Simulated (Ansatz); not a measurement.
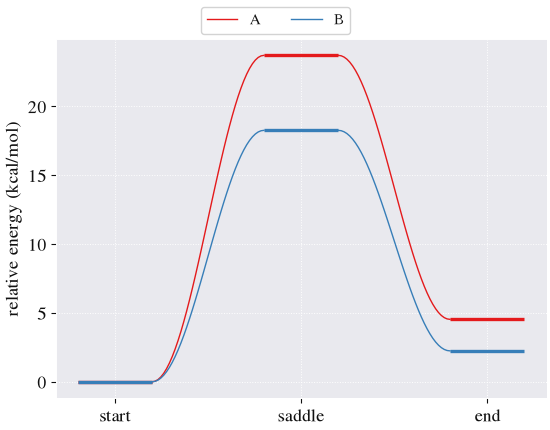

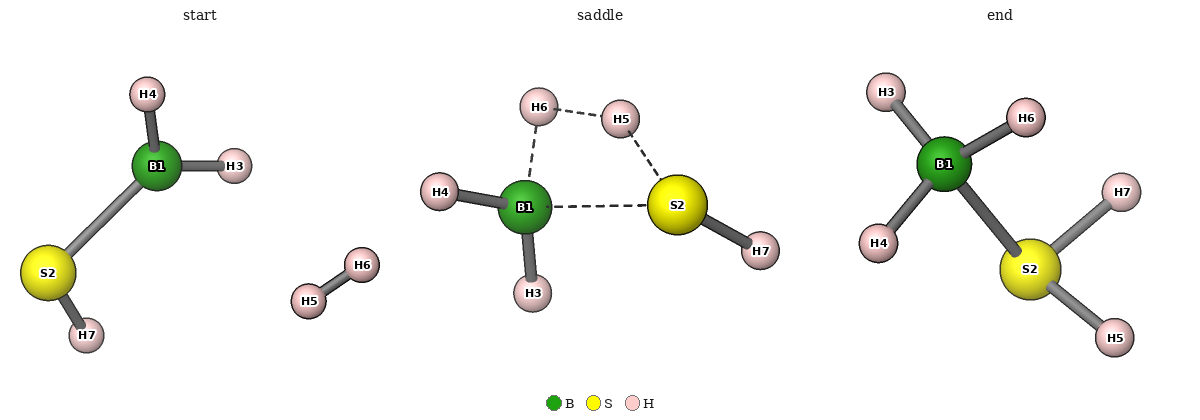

One elementary step of BH₅S: start, first-order saddle point (changing pairs dashed) and end. Electronic energies at PBE0-D4/def2-TZVP geometries, energies in def2-TZVPP, the Ansatz code; cores frozen in correlated methods, no zero-point terms. Start and end are the structures at the ends of the path (complexes, where there are several molecules). Lines between the levels only guide the eye.

Which bonds change in the step?

B1–H6 (3.31 → 1.27 → 1.20 Å) and S2–H5 (3.67 → 1.57 → 1.35 Å) form; H5–H6 (0.75 → 1.17 → 2.83 Å) breaks; B1–S2 (1.77 → 2.05 → 1.98 Å) lengthens (lengths at start, saddle and end; changes of bond order aren't listed). The imaginary mode at the saddle is 736.0i cm⁻¹ (PBE0-D4).

The profiles are PBE0-D4 and ωB97X-V. Which is which?

A: ωB97X-V (barrier 23.7, step 4.5 kcal/mol); B: PBE0-D4 (barrier 18.3, step 2.2 kcal/mol).
